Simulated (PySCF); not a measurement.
# Cr(14+): dipole response in even-tempered 18s11p6d5f5g

How polarisable is Cr(14+) at the levels listed below?

The numbers are computed with PySCF 2.14.0 (unrestricted determinants in a Gaussian basis, no spin-orbit coupling in the energies), except any that are marked as measured or tabulated.

**1. The atom as given**

- Element: chromium (Z = 24)
- Basis: an even-tempered Gaussian basis (18 s from 2.4 bohr⁻², ratio 2.2; 11 p from 3.1 bohr⁻², ratio 2.2; 6 d from 18 bohr⁻², ratio 2.4; 5 f from 27 bohr⁻², ratio 2.4; 5 g from 40 bohr⁻², ratio 2.4)
- Hamiltonian: no relativity, point nucleus
- State 1: Cr(14+): [Ne], closed-shell 1S
- Methods: UHF, PBE0

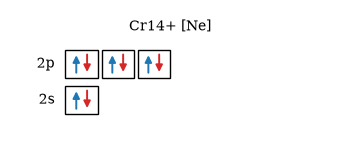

Outer shells as boxes.

The runs were made by one driver on top of PySCF. The scripts below sum up each run's settings (the driver also hands on starting orbitals that pick excited configurations, and frozen orbitals as a list rather than a count), and the logs come from the driver's own runs. The driver starts from symmetry-adapted Hartree-Fock orbitals, holds the occupation by maximum overlap and uses a logarithmic radial grid for functionals, so a plain start would take other cycles.

The integrals over 161 functions and the set-up took 8.3 s of CPU time.

**2. Cr(14+)**

**UHF**

input.py reads:

```python
from pyscf import gto, scf, dft, mp, cc
mol = gto.M(atom="Cr 0 0 0", charge=14, spin=0, symmetry="D2h",
            basis=gto.etbs([(0, 18, 2.4, 2.2), (1, 11, 3.1, 2.2), (2, 6, 18, 2.4), (3, 5, 27, 2.4), (4, 5, 40, 2.4)]))
mf = scf.UHF(mol)
mf.irrep_nelec = {'Ag': (2, 2), 'B1u': (1, 1), 'B2u': (1, 1), 'B3u': (1, 1)}
mf.kernel()
```

Output:

```text
damping factor = 0
level_shift factor = 0
DIIS = <class 'pyscf.scf.diis.CDIIS'>
diis_start_cycle = 1
diis_space = 10
diis_damp = 0
SCF conv_tol = 1e-09
SCF conv_tol_grad = None
number electrons alpha = 5  beta = 5
cycle= 1 E= -957.240098729592  delta_E= -1.14e-12  |g|= 5.74e-07  |ddm|= 2.86e-07
converged SCF energy = -957.240098729592  <S^2> = -1.3322676e-14  2S+1 = 1
```

It used 39 s of CPU time after the integrals (shared host).

Orbital energies by shell (radii are means over both spins):

| shell | electrons | mean orbital energy (eV) | spread (eV) | rms radius (bohr) |
| --- | --- | --- | --- | --- |
| 1s | 2 | -6431.4 | 0 | 0.0742 |
| 2s | 2 | -1120.2 | 0 | 0.314 |
| 2p | 6 | -1013.5 | 0 | 0.282 |

⟨S²⟩ = 0.000, ⟨L²⟩ = 0.00.

The driver then solved the coupled dipole response at imaginary frequencies: mean α = 0.005686 bohr³, C₆ = 0.0009340 au for a like pair.

**PBE0**

input.py, as changed from the run before:

```diff
@@ -3,3 +3,3 @@
             basis=gto.etbs([(0, 18, 2.4, 2.2), (1, 11, 3.1, 2.2), (2, 6, 18, 2.4), (3, 5, 27, 2.4), (4, 5, 40, 2.4)]))
-mf = scf.UHF(mol)
+mf = dft.UKS(mol, xc="PBE0")
 mf.irrep_nelec = {'Ag': (2, 2), 'B1u': (1, 1), 'B2u': (1, 1), 'B3u': (1, 1)}
```

Output:

```text
damping factor = 0
level_shift factor = 0
DIIS = <class 'pyscf.scf.diis.CDIIS'>
diis_start_cycle = 1
diis_space = 10
diis_damp = 0
SCF conv_tol = 1e-09
SCF conv_tol_grad = None
number electrons alpha = 5  beta = 5
XC functionals = PBE0
    C. Adamo and V. Barone.,  J. Chem. Phys. 110, 6158 (1999)
    M. Ernzerhof and G. E. Scuseria.,  J. Chem. Phys. 110, 5029 (1999)
cycle= 1 E= -957.39906598082  delta_E= -0.00289  |g|= 0.00879  |ddm|= 0.0182
cycle= 2 E= -957.399067106617  delta_E= -1.13e-06  |g|= 0.00114  |ddm|= 0.000254
cycle= 3 E= -957.39906713126  delta_E= -2.46e-08  |g|= 0.000104  |ddm|= 3.41e-05
cycle= 4 E= -957.399067131453  delta_E= -1.93e-10  |g|= 6.45e-07  |ddm|= 2.54e-06
converged SCF energy = -957.399067131453  <S^2> = -1.4210855e-14  2S+1 = 1
```

CPU time 43 s on a shared host, the integrals not counted.

The driver then solved the coupled dipole response at imaginary frequencies: mean α = 0.005745 bohr³, C₆ = 0.0009455 au for a like pair.

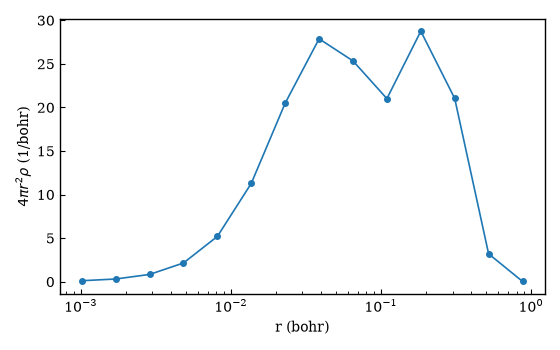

Radial density 4πr²ρ of Cr(14+) at UHF, at 14 stored radii joined by straight lines.

**3. The response side by side**

Cr(14+), in atomic units:

| method | mean α | C₆ (like pair) | S(−4) |
| --- | --- | --- | --- |
| UHF | 0.005686 | 0.0009340 | 4.370e-06 |
| PBE0 | 0.005745 | 0.0009455 | 4.526e-06 |

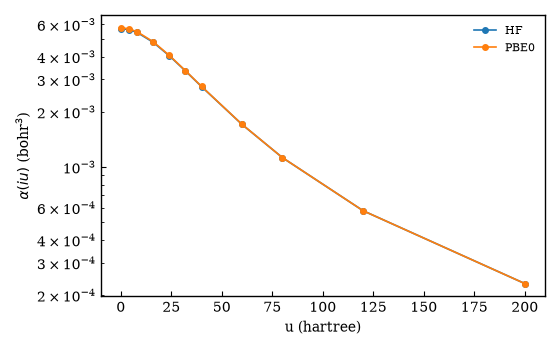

α(iu) of Cr(14+), the polarisability at imaginary frequency, on a logarithmic scale.

**4. Results**

| quantity | value |
| --- | --- |
| α of Cr(14+) | 0.005686 (UHF) to 0.005745 (PBE0) bohr³ |

A single London oscillator with the computed α and C₆ of Cr(14+) at UHF would have ω = 4 C₆ / (3 α²) = 38.5 hartree. All values hold for this basis alone; no basis-set limit was taken.
